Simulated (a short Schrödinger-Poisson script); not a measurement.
Stack: symmetric double-gate stack, SiO2 on p-type Si(110), at 400 K.

```
layer  material  thickness (nm)  Na (cm⁻³)
-----  --------  --------------  ---------
1          SiO2             2.3          -
2            Si              20       1e17
3          SiO2             2.3          -
```

The device is made up for the run: typed textbook-type constants, with dimensions and the other settings drawn at random. SiO2: permittivity 3.9, conduction-band edge (eV) 3.15, gap (eV) 9, electron mass (mₑ) 0.5. Si: permittivity 11.7, conduction-band edge (eV) 0, gap (eV) 1.124, Nv at 300 K (cm⁻³) 3.1e19.

Channel valleys (confinement mass, in-plane density-of-states mass, number): Δ4 0.315, 0.324, 4; Δ2 0.19, 0.417, 2. At the gates, both at one voltage, the conduction-band edge of layer 1 lies 3.75 eV − eVg above the Fermi level of the channel. Gaps are held at their typed values at every temperature. Mesh 0.03 nm at interfaces.

From a short Schrödinger-Poisson script (our own, NumPy): 1D Poisson equation in equilibrium, electrons quantum, Hartree (BenDaniel-Duke, 12 states a valley, the channel's in-plane mass for all, wave functions free to enter the dielectric), parabolic valleys, classical holes, full ionisation, no traps, pinning or gate leakage.

Only gate voltages with over 1e8 electrons/cm² are shown.

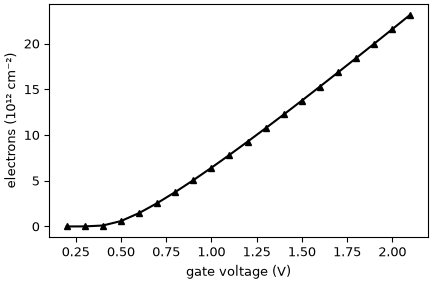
Figure. Sheet density against gate voltage

```csv
Vg (V),electrons (cm⁻²),C (μF/cm²),Δ4 E0 (meV),Δ4 E1 (meV),Δ2 E0 (meV),Δ2 E1 (meV)
0.2,4.04e8,< 0.003,420.1,427.4,421.9,434.3
0.3,7.24e9,0.0335,320.8,328.0,322.5,334.9
0.4,1.04e11,0.388,229.4,236.0,231.1,242.8
0.5,5.89e11,1.15,170.9,174.8,173.1,181.8
0.6,1.46e12,1.60,139.8,141.2,143.8,149.0
0.7,2.55e12,1.86,119.0,119.5,125.7,128.5
0.8,3.76e12,2.02,103.4,103.5,112.5,114.0
0.9,5.06e12,2.14,91.0,91.1,102.0,103.0
1,6.42e12,2.22,80.9,80.9,93.5,94.1
1.1,7.83e12,2.29,72.3,72.3,86.4,86.8
1.2,9.28e12,2.34,64.9,64.9,80.2,80.5
1.3,1.08e13,2.38,58.4,58.4,74.9,75.1
1.4,1.23e13,2.42,52.7,52.7,70.1,70.2
1.5,1.38e13,2.45,47.4,47.4,65.8,65.9
1.6,1.53e13,2.47,42.7,42.7,61.9,62.0
1.7,1.69e13,2.50,38.3,38.3,58.4,58.4
1.8,1.84e13,2.52,34.2,34.2,55.1,55.1
1.9,2.00e13,2.53,30.4,30.4,52.0,52.0
2,2.16e13,2.55,26.8,26.8,49.1,49.2
2.1,2.32e13,2.56,23.4,23.4,46.4,46.5
```

Subbands count from the Fermi level. The capacitance is that of both gates.
